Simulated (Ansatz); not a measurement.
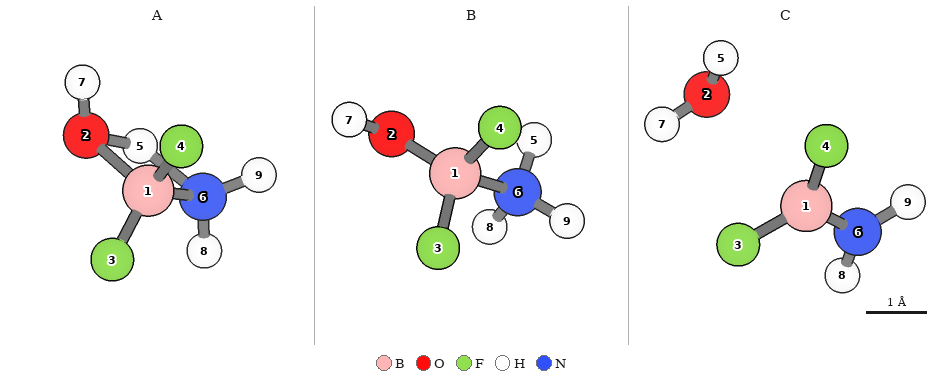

Three geometries of BNH₄OF₂: a saddle point and the two minima that it joins, in shuffled order. Style: ball-and-stick. Shown from a free direction. Sticks join atoms that are closer than about 1.2 times the sum of their covalent radii (a little more with hydrogen).

Stationary points at PBE0-D4/def2-TZVP, single-point energies with CCSD(T)/CBS, BHLYP-D4, wB97X-V (def2-TZVPP where no basis is named; Ansatz 0.2.0). The energies are electronic, without zero-point or thermal terms, and both ends are the minima reached downhill from the saddle, with any fragments still in contact. CCSD(T)/CBS stands for a frozen-core estimate: MP2 correlation extrapolated from def2-TZVPP and def2-QZVPP, CCSD(T) minus MP2 from the smaller set.

### Which frame is the transition state, what reaction does it lead through, and what barrier is to be expected?

Frame A is the saddle point. Counted by bonded pieces, B holds BHOF₂ + NH₃ and C holds BH₂NF₂ + H₂O. From B over the saddle to C, bonds form: B1–N6 (1.66 → 1.56 → 1.39 Å), O2–H5 (2.59 → 1.16 → 0.96 Å). Bonds break: B1–O2 (1.41 → 1.60 → 2.75 Å), H5–N6 (1.01 → 1.37 → 3.74 Å). The saddle has one imaginary mode, 1224i cm⁻¹. With CCSD(T)/CBS the barrier is 31.4 kcal/mol from B and 16.9 kcal/mol from C, and C lies 14.6 kcal/mol above B.

```csv
level,barrier from B (kcal/mol),barrier from C (kcal/mol),C less B (kcal/mol)
CCSD(T)/CBS,31.4,16.9,14.6
BHLYP-D4,33.7,19.9,13.8
wB97X-V,30.3,15.4,14.9
```

Against CCSD(T)/CBS, wB97X-V comes closest on the barrier from B (−1.2 kcal/mol) and BHLYP-D4 misses most (+2.3 kcal/mol).
